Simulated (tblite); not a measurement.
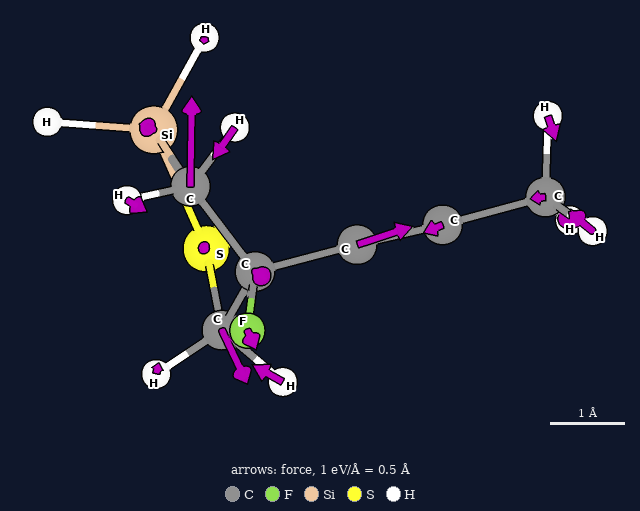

Starting geometry of C6H9FSSi with the computed forces as purple arrows. Style: ball-and-stick. Shown at a tilt.

Computed with GFN2-xTB geometry optimisation, gas phase in tblite 0.8.0. 

**Is this structure relaxed? If not, where do the atoms go?**

It isn't relaxed: the largest force vector, on a C atom, is 2.78 eV/Å. The final displacements have little in common with the starting forces (cosine between the two patterns 0.16). After 95 geometry steps the energy has fallen by 8.52 kcal/mol. The atom that moves furthest after the best rigid fit is an H atom (0.56 Å). Largest moves by element: H 0.56 Å, Si 0.21 Å, C 0.18 Å, S 0.16 Å, F 0.14 Å. Among the contacts that change: C–H 1.139 → 1.089 Å, C–C 1.482 → 1.530 Å, C–C 1.473 → 1.443 Å, C–Si 1.870 → 1.898 Å. Among the angles between lasting bonds that change: Si–C–H 104.8° → 113.4°, C–C–H 115.7° → 108.3°, C–C–H 114.7° → 109.7°.
